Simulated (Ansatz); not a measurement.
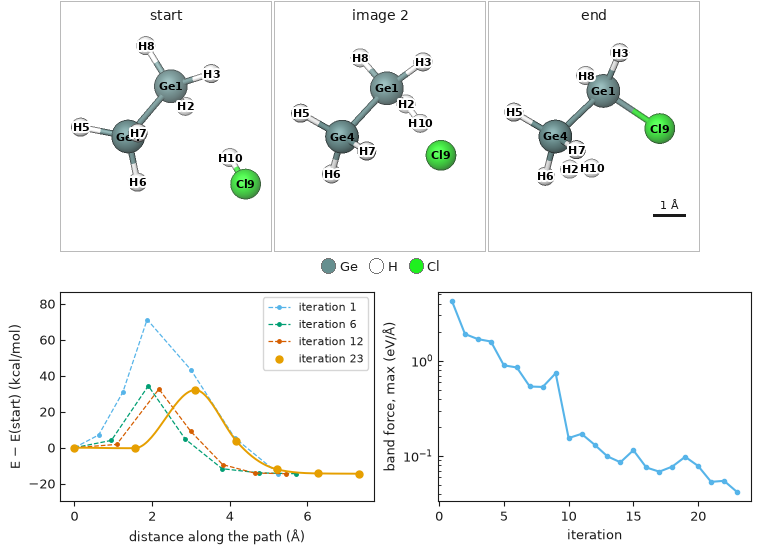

A search for the minimum-energy path of Ge2H7Cl, made up at the start of Ge$_{2}$H$_{6}$ and HCl by the nudged elastic band. Images are numbered from 0 (start) to 6 (end). The plot follows the band through its iterations. Style: ball-and-stick. Shown at a tilt.

These are results of RKS PBE-D4/def2-mTZVP in Ansatz 0.2.0, not measurements. Set-up: 5 movable images; climbing image; force threshold 0.05 eV/Å; iteration limit 60; starting path through a guess of the saddle point.

> How did the profile develop, and is the result final?

The result is final at these settings. The band converged in 23 iterations. The largest component of the band force went from 4.2 to 0.042 eV/Å. The climbing image converged on the top of the path. Its vibrational analysis gives one imaginary mode (882i cm⁻¹), as a transition state must have. The first iteration put the highest image at 71.3 kcal/mol. The highest point, image 2, lies 32.1 kcal/mol above the start and 46.5 kcal/mol above the end; the end is at −14.5 kcal/mol relative to the start.

Limits of the set-up: the start holds two separate molecules, 2.2 Å apart at their closest, whose relative position is a soft coordinate.

Cost: 2.8 min on 4 threads of Arm Neoverse V1 (shared host), peak memory 0.18 GiB.
